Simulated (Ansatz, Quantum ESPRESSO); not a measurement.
# Mode couplings of Rh (Fm-3m) in a second program

What λ does ph.x give for Rh (Fm-3m), and how does it hang on the broadening? The first relaxation steps of the session are not shown, so no cell shown is the starting entry, unless a step says so.

Method: DFT PBE, scalar-relativistic, plane waves, PAW, in the first sound run; inputs show where later runs differ, in Ansatz 0.2.0 and Quantum ESPRESSO 7.5.

### Step 1. The cell after earlier relaxation steps

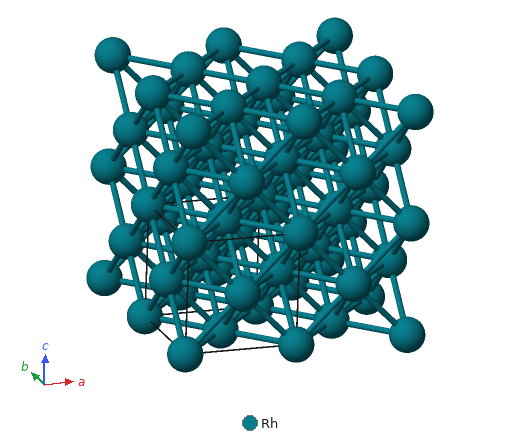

The cell as given, slightly off an axis (rhodium blue). 2×2×2 cells are drawn. This picture shows the conventional cell, with its axes. Some periodic images of atoms are drawn too.

### Step 2. Relaxation

Lattice constant and positions set the bands and the force constants, so the cell is relaxed first. Earlier relaxation steps are not shown.

The input, input.yaml:

```yaml
crystal:
  lattice:
    - [0.0, 1.9178870363, 1.9178870363]
    - [1.9178870363, 0.0, 1.9178870363]
    - [1.9178870363, 1.9178870363, 0.0]
  atoms:
    - { symbol: Rh, position: [0.0, 0.0, 0.0] }
kpoints:
  mp_grid: { grid: [14, 14, 14] }
hamiltonian:
  xc: pbe
scf:
  occupations: { method: gaussian, width: 0.1 }
output:
  forces: true
  stress: true
  eigenvalues: true
relax:
  adjacent_minimum: "off"
  f_tol: 0.005
  max_steps: 80
  cell: { stress_tol: 0.05 }
```

The run is started by

```
ansatz run input.yaml --threads 4 --pin off --max-ram 8192MiB --backend cpu --events-out ev --progress --plain --runs-dir out
```

Numbers of over 12 decimals in the logs are rounded to 6 here.

The log of the run:

```text
[the first part of the log is left out]
  E_local      = -1590.040048  (includes V_loc(G=0)·N_el)
  E_nonlocal   = 354.601957
  E_hartree    = 558.952185
  E_xc         = -221.766486
  E_vxc        = -278.388612  (∫ρ·V_xc dr)
  E_paw        = -3586.893405  (= ΣΔE_a)
  E_vpaw       = -271.071588  (= ΣTr[D̂ρ^β])
  E_aug_tail   = 0.000885  (compensation charges beyond the density's cutoff)
  E_ewald      = -2490.629789
  E_smearing   = -0.006753  (= −TS)
  E_closure    = 0.000000  (closes the sum)
  Σ components = -6402.892384   (vs F -6402.892384, Δ=0.00e0)
--- Forces (eV/Å), atoms counted from 1 ---
  atom   1  Rh    -0.00000000     0.00000000     0.00000000
  max |Σ_I F_I| component: 7.40e-32 eV/Å
--- Stress (GPa, compression-positive) ---
       -0.007502      -0.000000      -0.000000
       -0.000000      -0.007502       0.000000
       -0.000000       0.000000      -0.007502
  P = ⅓ Tr σ = -0.0075 GPa (-0.075 kbar)
--- Band table (eV; the first three rows and the last of 104) ---
  k-point 0: bands = ["-57.0223", "-24.5184", "-24.5184", "-24.5184", "13.9733", "18.8079", "18.8079", "18.8079", "20.8244", "20.8244", "37.6010", "42.8204", "42.8204"]
  k-point 1: bands = ["-57.0172", "-24.5532", "-24.5232", "-24.5232", "14.1739", "18.7221", "18.8850", "18.8850", "20.7829", "20.7829", "37.8791", "41.8077", "43.1067"]
  k-point 2: bands = ["-57.0030", "-24.6500", "-24.5364", "-24.5364", "14.7303", "18.5377", "19.0635", "19.0635", "20.7216", "20.7216", "38.5426", "39.8944", "43.9179"]
  k-point 103: bands = ["-56.8854", "-25.0102", "-24.9232", "-24.7756", "16.8385", "17.5664", "18.7123", "20.7367", "22.7431", "30.2689", "32.1575", "32.8496", "34.2461"]
--- Relaxed structure (3 steps of the walk, 3 accepted, 1 SCFs on fresh bases) ---
  F+E_penalty+E_count = -6402.89238421 eV   max|allowed force component| = 0.000e0 eV/Å   (the final SCF, on the basis selected at the relaxed cell)
  cell:  # Å, volume = 14.0492 Å³
    - [0, 1.915167, 1.915167]
    - [1.915167, 0, 1.915167]
    - [1.915167, 1.915167, 0]
  atoms:
    - { symbol: Rh, position: [0.0, 0.0, 0.0] }
```

Run time: 1.8 s. Hardware: 4 threads of Arm Neoverse V1, shared host; peak memory 0.28 GiB.

Step by step:

```csv
step,energy less that of the first step (eV),largest force component (eV/Å),pressure (GPa),volume (Å³)
1,0.0000,0.0000,-1.09,14.11
2,-0.0001,0.0000,0.95,14.00
3,-0.0002,0.0000,-0.01,14.05
4,-0.0002,0.0000,-0.01,14.05
```

The log counts 1 steps on a newly chosen plane-wave basis, not all of them marked here; energy and pressure can jump at such steps.

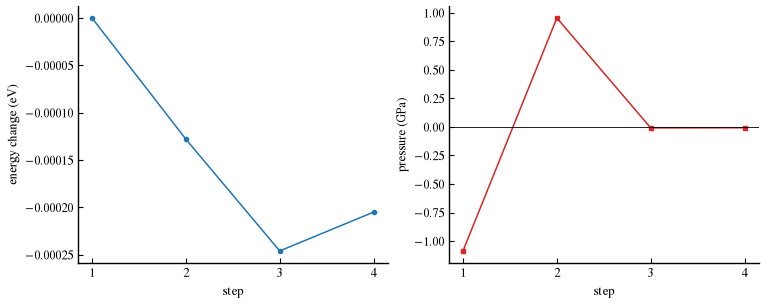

Energy and pressure along the relaxation.

```csv
"conventional cell, symmetrised",before,after,change
a (Å),3.836,3.830,-0.1 %
b (Å),3.836,3.830,-0.1 %
c (Å),3.836,3.830,-0.1 %
volume (Å³/atom),14.11,14.05,-0.4 %
```

Final coordinates:

```xyz
1
Lattice="0.0000 1.9152 1.9152 1.9152 0.0000 1.9152 1.9152 1.9152 0.0000" Properties=species:S:1:pos:R:3 pbc="T T T"
Rh    0.0000    0.0000    0.0000
```

This step gave:

- pressure: -0.007502 GPa
- volume per atom: 14.05 Å³
- metallic on mesh: yes
- gap on the k-mesh: 0 eV

The largest force is now zero by symmetry and the largest stress component 0.0075 GPa.

### Step 3. Ground state with pw.x

ph.x needs a tightly converged ground state on the same k mesh; the cell is that of the step before.

This step: DFT PBE, scalar-relativistic, plane waves, GBRV ultrasoft pseudopotentials (Quantum ESPRESSO 7.5).

The input, pw.in:

```
 &control
    calculation='scf',
    prefix='x',
    outdir='./tmp',
    pseudo_dir='./pseudo',
    tprnfor=.true.,
    tstress=.true.,
 /
 &system
    ibrav=0,
    nat=1,
    ntyp=1,
    ecutwfc=45.0,
    ecutrho=360.0,
    occupations='smearing',
    smearing='fd',
    degauss=0.00734986,
    nbnd=15,
 /
 &electrons
    conv_thr=1.0d-11,
    mixing_beta=0.5,
 /
ATOMIC_SPECIES
 Rh    102.9055  Rh.upf
CELL_PARAMETERS angstrom
     0.000000000    1.915167435    1.915167435
     1.915167435    0.000000000    1.915167435
     1.915167435    1.915167435    0.000000000
ATOMIC_POSITIONS crystal
 Rh     0.000000000   0.000000000   0.000000000
K_POINTS automatic
 15 15 15 0 0 0
```

The run is started by

```
OMP_NUM_THREADS=1 mpirun -n 4 pw.x -nk 4 -in pw.in > pw.x.log
```

The log of the run:

```text
Program PWSCF v.7.5

     This program is part of the open-source Quantum ESPRESSO suite
     for quantum simulation of materials; please cite
         "P. Giannozzi et al., J. Phys.:Condens. Matter 21 395502 (2009);
         "P. Giannozzi et al., J. Phys.:Condens. Matter 29 465901 (2017);
         "P. Giannozzi et al., J. Chem. Phys. 152 154105 (2020);
     in publications or presentations arising from this work. More details at

     Message from routine setup:
     using ibrav=0 with symmetry is DISCOURAGED, use correct ibrav instead

     G-vector sticks info
     --------------------
     sticks:   dense  smooth     PW     G-vecs:    dense   smooth      PW
     Sum         649     313    109                10969     3839     749

     Using Slab Decomposition

     bravais-lattice index     =            0
     lattice parameter (alat)  =       5.1182  a.u.
     unit-cell volume          =      94.8084 (a.u.)^3
     number of atoms/cell      =            1
     number of atomic types    =            1
     number of electrons       =        15.00
     number of Kohn-Sham states=           15
     kinetic-energy cutoff     =      45.0000  Ry
     charge density cutoff     =     360.0000  Ry
     scf convergence threshold =      1.0E-11
     mixing beta               =       0.5000
     number of iterations used =            8  plain     mixing
     Exchange-correlation=  SLA  PW   PBX  PBC
                           (   1   4   3   4   0   0   0)

     celldm(1)=   5.118240  celldm(2)=   0.000000  celldm(3)=   0.000000
     celldm(4)=   0.000000  celldm(5)=   0.000000  celldm(6)=   0.000000

     crystal axes: (cart. coord. in units of alat)
               a(1) = (   0.000000   0.707107   0.707107 )
               a(2) = (   0.707107   0.000000   0.707107 )
               a(3) = (   0.707107   0.707107   0.000000 )

     reciprocal axes: (cart. coord. in units 2 pi/alat)
               b(1) = ( -0.707107  0.707107  0.707107 )
               b(2) = (  0.707107 -0.707107  0.707107 )
               b(3) = (  0.707107  0.707107 -0.707107 )

     PseudoPot. # 1 for Rh read from file:
     ./pseudo/Rh.upf
     Pseudo is Ultrasoft + core correction, Zval = 15.0
     Using radial grid of  969 points,  7 beta functions with:
                l(1) =   0
                l(2) =   0
                l(3) =   1
                l(4) =   1
                l(5) =   2
                l(6) =   2
                l(7) =   2
     Q(r) pseudized with  8 coefficients,  rinner =    1.200   1.200   1.200
                                                       1.200   1.200

     atomic species   valence    mass     pseudopotential
     Rh               15.00   102.90550     Rh( 1.00)

     48 Sym. Ops., with inversion, found

   Cartesian axes

     site n.     atom                  positions (alat units)
         1        Rh     tau(   1) = (   0.0000000   0.0000000   0.0000000  )

     number of k points=   120  Fermi-Dirac smearing, width (Ry)=  0.0073

     Number of k-points >= 100: set verbosity='high' to print them.

     Dense  grid:    10969 G-vectors     FFT dimensions: (  32,  32,  32)

     Smooth grid:     3839 G-vectors     FFT dimensions: (  24,  24,  24)

     Initial potential from superposition of free atoms

     starting charge      14.4999, renormalised to      15.0000

     negative rho (up, down):  5.729E-02 0.000E+00
     Starting wfcs are   12 randomized atomic wfcs +    3 random wfcs

     per-process dynamical memory:    16.4 Mb

     Self-consistent Calculation

     iteration #  1     ecut=    45.00 Ry     beta= 0.50
     Davidson diagonalization with overlap
     ethr =  1.00E-02,  avg # of iterations =  4.8

     negative rho (up, down):  5.939E-02 0.000E+00

     total energy              =    -171.04754627 Ry
     estimated scf accuracy    <       0.55567332 Ry

     iteration #  2     ecut=    45.00 Ry     beta= 0.50
     Davidson diagonalization with overlap
     ethr =  3.70E-03,  avg # of iterations =  2.0

     negative rho (up, down):  5.918E-02 0.000E+00

     total energy              =    -171.19550851 Ry
     estimated scf accuracy    <       0.03625660 Ry

     iteration #  3     ecut=    45.00 Ry     beta= 0.50
     Davidson diagonalization with overlap
     ethr =  2.42E-04,  avg # of iterations =  1.9

     negative rho (up, down):  5.922E-02 0.000E+00

     total energy              =    -171.20351539 Ry
     estimated scf accuracy    <       0.00042055 Ry

     iteration #  4     ecut=    45.00 Ry     beta= 0.50
     Davidson diagonalization with overlap
     ethr =  2.80E-06,  avg # of iterations =  4.4

     negative rho (up, down):  5.920E-02 0.000E+00

     total energy              =    -171.20357543 Ry
     estimated scf accuracy    <       0.00001399 Ry

     iteration #  5     ecut=    45.00 Ry     beta= 0.50
     Davidson diagonalization with overlap
     ethr =  9.33E-08,  avg # of iterations =  1.9

     negative rho (up, down):  5.920E-02 0.000E+00

     total energy              =    -171.20357884 Ry
     estimated scf accuracy    <       0.00000027 Ry

     iteration #  6     ecut=    45.00 Ry     beta= 0.50
     Davidson diagonalization with overlap
     ethr =  1.82E-09,  avg # of iterations =  2.1

     negative rho (up, down):  5.920E-02 0.000E+00

     total energy              =    -171.20357889 Ry
     estimated scf accuracy    <       0.00000004 Ry

     iteration #  7     ecut=    45.00 Ry     beta= 0.50
     Davidson diagonalization with overlap
     ethr =  2.74E-10,  avg # of iterations =  1.8

     negative rho (up, down):  5.920E-02 0.000E+00

     total energy              =    -171.20357890 Ry
     estimated scf accuracy    <          2.2E-10 Ry

     iteration #  8     ecut=    45.00 Ry     beta= 0.50
     Davidson diagonalization with overlap
     ethr =  1.48E-12,  avg # of iterations =  3.0

     negative rho (up, down):  5.920E-02 0.000E+00

     total energy              =    -171.20357890 Ry
     estimated scf accuracy    <          1.9E-11 Ry

     iteration #  9     ecut=    45.00 Ry     beta= 0.50
     Davidson diagonalization with overlap
     ethr =  1.26E-13,  avg # of iterations =  1.5

     negative rho (up, down):  5.920E-02 0.000E+00

     End of self-consistent calculation

     Number of k-points >= 100: set verbosity='high' to print the bands.

     the Fermi energy is    20.7905 ev

!    total energy              =    -171.20357890 Ry
     estimated scf accuracy    <          2.9E-12 Ry
     smearing contrib. (-TS)   =      -0.00336781 Ry
     internal energy E=F+TS    =    -171.20021110 Ry

     The total energy is F=E-TS. E is the sum of the following terms:
     one-electron contribution =     -24.17210735 Ry
     hartree contribution      =      25.43001921 Ry
     xc contribution           =     -29.93898648 Ry
     ewald contribution        =    -142.51913647 Ry

     convergence has been achieved in   9 iterations

     negative rho (up, down):  5.920E-02 0.000E+00

     Forces acting on atoms (cartesian axes, Ry/au):

     atom    1 type  1   force =     0.00000000    0.00000000    0.00000000

     Total force =     0.000000     Total SCF correction =     0.000000

     Computing stress (Cartesian axis) and pressure

     negative rho (up, down):  5.920E-02 0.000E+00
          total   stress  (Ry/bohr**3)                   (kbar)     P=        8.17
   0.00005553   0.00000000   0.00000000            8.17        0.00        0.00
   0.00000000   0.00005553  -0.00000000            0.00        8.17       -0.00
   0.00000000   0.00000000   0.00005553            0.00        0.00        8.17

     Writing all to output data dir ./tmp/x.save/ :
     XML data file, charge density, pseudopotentials, collected wavefunctions

   JOB DONE.
```

The job ended after 5.2 s (4 MPI ranks; 20 s of CPU time).

This step gave:

```
pressure : 0.8170 GPa
```

With these potentials, mesh and smearing the cell is at 0.82 GPa.

(Part 1 of 4 ends here.)

[Logs are printed without paths, hosts, clocks, repeated set-up lines and the standing remarks that a program may print on its own settings, such as how far it seeks lower states.]

[Hosts, paths, dates, database ids (printed as entryN), source tags and the programs' standing remarks are cut or masked in the printed files.]
